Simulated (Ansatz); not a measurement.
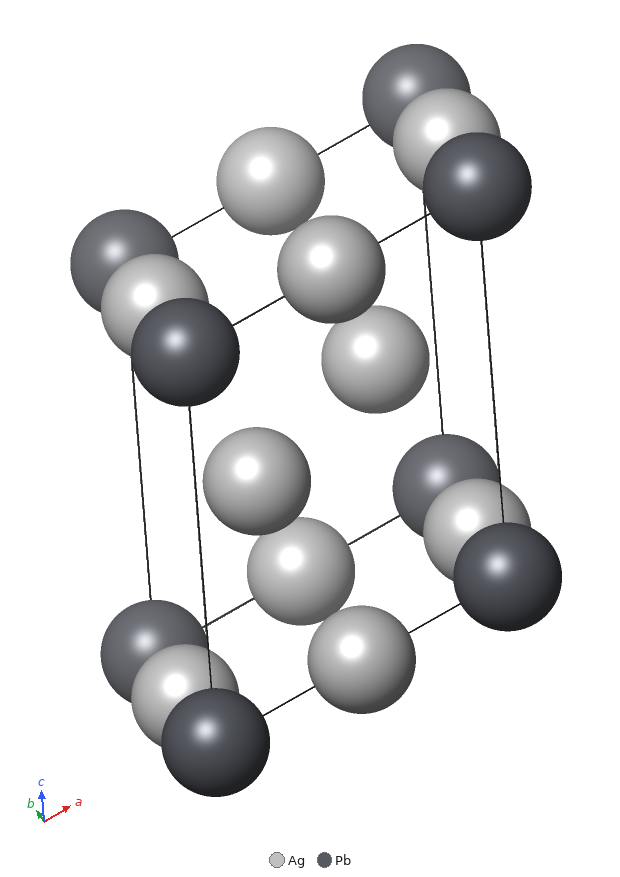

The image is a spheres-only drawing of a crystal, viewed slightly off an axis. Atoms at the boundary of the simulation cell (the box) are drawn once for each face, edge or corner they touch.

Here is the input:
```yaml
crystal:
  lattice:
    - [0.0, 4.864792, 0.0]
    - [4.864792, 0.0, 0.0]
    - [2.432396, 2.432396, -4.599044]
  atoms:
    - { symbol: Ag, position: [0.245, 0.245, 0.51] }
    - { symbol: Ag, position: [0.755, 0.755, 0.49] }
    - { symbol: Ag, position: [0.5, 0.0, 0.0] }
    - { symbol: Ag, position: [0.0, 0.5, 0.0] }
    - { symbol: Pb, position: [0.0, 0.0, 0.0] }
  symmetry: { tolerance: 0.0003 }
kpoints:
  mp_grid: { grid: [3, 3, 3], shift: [0, 0, 0] }
magnetization:
  spin_polarized: false
scf:
  occupations: { method: fermi_dirac }
hamiltonian:
  pseudopotentials: { kind: paw }
  xc: pbe0
basis:
  ecutwfc: 420
  fft_grid_basis: typed
output:
  forces: true
  stress: true
  eigenvalues: true
  bader: true
  populations: true
  elf: true
  write_potential: true
  volumetric_format: npy
  dos:
    e_range: [-12, 8]
    de: 0.05
    projected: { site_lists: { Ag: [Ag], Pb: [Pb] } }
```

Computational set-up: DFT, PAW plane waves, PBE0 (Ansatz), plane-wave cutoff 420 eV, 3×3×3 k-mesh, Fermi-Dirac smearing of 0.1 eV, no spin polarisation. The pressure of the cell is 29 GPa.

> What charge does Bader's analysis assign to each element?

Ag -0.10 to +0.05 e; Pb +0.11 e. Little charge moves, as in a metallic or covalent solid.

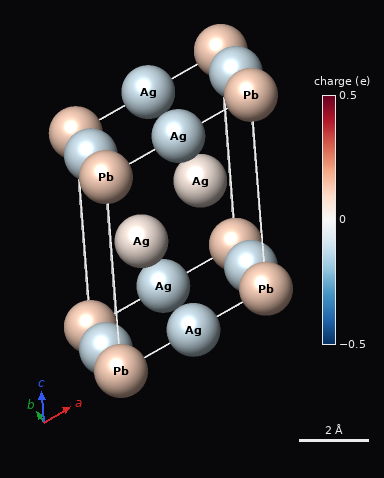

The atoms coloured by those charges.

About the cell: it is a generated cell, made by putting these elements into a known structure type (the compound may or may not exist in this form), and it is unrelaxed. An electronic-structure calculation with Ansatz was run on it.

At this level of theory the cell isn't at rest (compressed, at 29 GPa and forces up to 7.4 eV/Å), so its distances can differ from those at equilibrium, the more so the softer the solid.
